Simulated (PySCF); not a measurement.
# H₄OSi, SMILES `O[SiH3]`: electronic structure

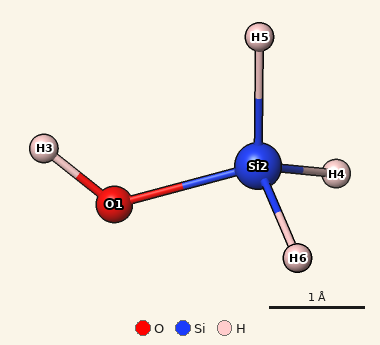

The molecule, with its atoms numbered as below. No frequency check shows the geometry to be a minimum.

Coordinates in Å:

```
O1      -1.0895   -0.1134   -0.0011
Si2      0.5324    0.0112    0.0000
H3      -1.6683    0.6415    0.0047
H4       1.0041   -0.6299   -1.2224
H5       0.9246    1.4215    0.0298
H6       1.0019   -0.6826    1.1959
```

## 1. Excited states

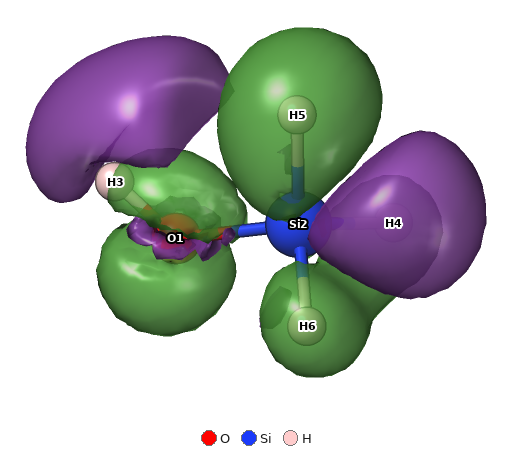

Unrelaxed difference density of S₂ less the ground state (TDA singlet states), ±0.015 e/Å³; purple: gain, green: loss.

Computed with PySCF, M06-2X/def2-SVPD, geometry: GFN2-xTB.

Question: How does the charge move on excitation?

Answer: 0.75 e is displaced in all, of which about 0.3 e passes between atoms: H5 (0.21 e) and O1 (0.11 e) lose electrons and H3 (0.18 e) and Si2 (0.15 e) gain them. The state: 7.95 eV (156 nm), f = 0.012, partly diffuse acceptor orbital; the leading pair carries 98 %; hole on Si2 (30 %), H5 (30 %) and O1 (26 %), electron on Si2 (45 %), H3 (20 %) and O1 (15 %) (atom shares of so diffuse an orbital are rough); their centroids lie 0.4 Å apart.

## 2. In an electric field

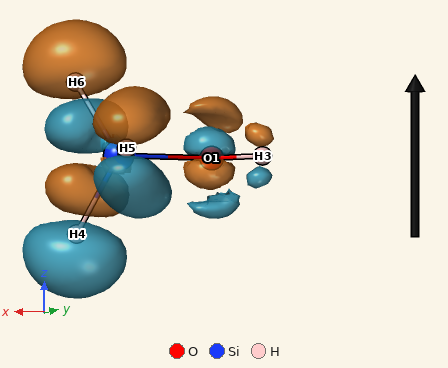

Change of the electron density in a uniform field of 0.51 V/Å along +z (arrow), surfaces at ±0.004 e/Å³ (light blue: gain, orange: loss).

Level of theory: B3LYP/6-311G** (PySCF), at a geometry from GFN2-xTB. A basis without diffuse functions makes polarisabilities too small.

Question: What dipole is induced, and what polarisability does it imply?

Answer: The induced dipole is 0.68 D (along the field); α along this axis, from the fields in both directions, is 27 bohr³ (3.9 Å³).

Question: Which atoms gain and lose the most charge?

Answer: Electrons gather most on H4 (Hirshfeld charge changes by −0.022 e) and leave H6 most (+0.022 e); 0.072 electrons are displaced in all.

## 3. Removing or adding an electron

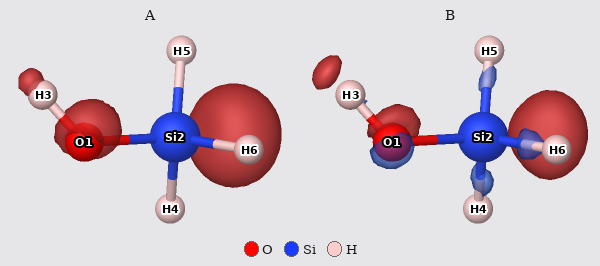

The Fukui function f⁺ from two separate SCF calculations and the density of the LUMO, at ±0.05 e/Å³ (red positive, blue negative).

PySCF calculation, PBE/def2-SVP, gas phase; geometry: GFN2-xTB.

Question: Which panel is which, and how good is the frozen-orbital picture?

Answer: B is f⁺ (it has negative regions), A the LUMO density. The LUMO lies on Si2 (50 %), H3 (16 %) and O1 (14 %); f⁺ (Hirshfeld-condensed) is largest on Si2 (0.40) and H3 (0.23); the vertical electron affinity is −2.49 eV (the stability of the anion's solution wasn't checked; negative, but this basis has no diffuse functions, so it doesn't show that the anion is unbound). Relaxation shifts 13 % of the electron between atoms. The orbital energy is −0.17 eV.

## 4. Localised orbitals

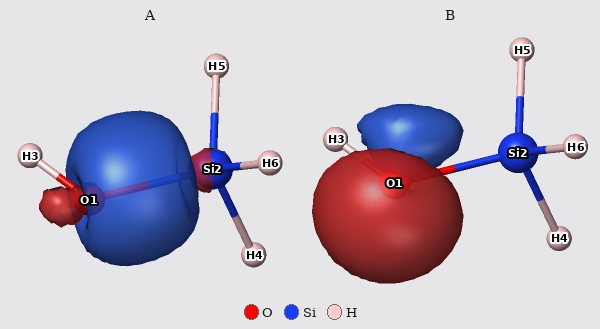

Intrinsic bond orbitals (IBO), occupied; each surface holds about 85 % of the orbital's density. Energies are diagonal elements of the Fock matrix.

Level of theory: LDA (SVWN)/6-311+G** (PySCF), at a geometry from GFN2-xTB.

Question: Identify each orbital.

Answer: By panel:
- A: σ bond O1–Si2 (O1 78 %, Si2 22 %; −17.8 eV)
- B: lone pair on O1 (sp2.6-type) (O1 97 %; −10.6 eV)

Question: How do all the valence pairs divide up?

Answer: 7 pairs: 5 σ bonds and 2 lone pairs.

## 5. Stretching a bond

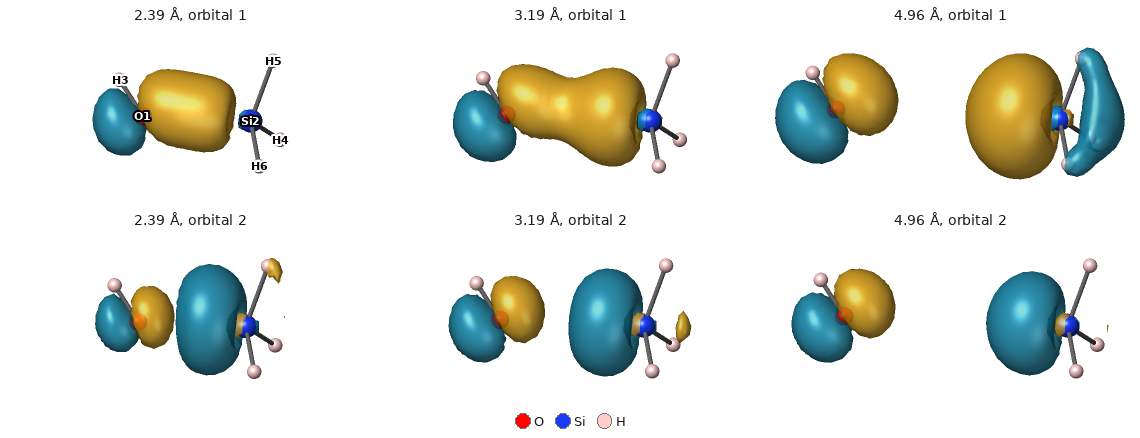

Rigid stretch of the O1–Si2 bond. The two CASSCF(2,2) natural orbitals nearest half filling (orbital 1 the more occupied).

PySCF calculation, cc-pVDZ basis, gas phase; geometry: GFN2-xTB.

Question: How do the occupations change along the stretch?

Answer: 2.39 Å: 1.89 and 0.11; 3.19 Å: 1.42 and 0.58; 4.96 Å: 1.03 and 0.97. At the longest distance computed (4.96 Å) they are 1.03 and 0.97, and the effective number of unpaired electrons is 2.0.

Question: Where does the UHF solution part from RHF?

Answer: Between 2.12 Å (⟨S²⟩ = 0, the two coincide) and 2.39 Å (⟨S²⟩ = 0.34); at 4.96 Å ⟨S²⟩ is 1.01 and UHF lies 5.6 eV below RHF.
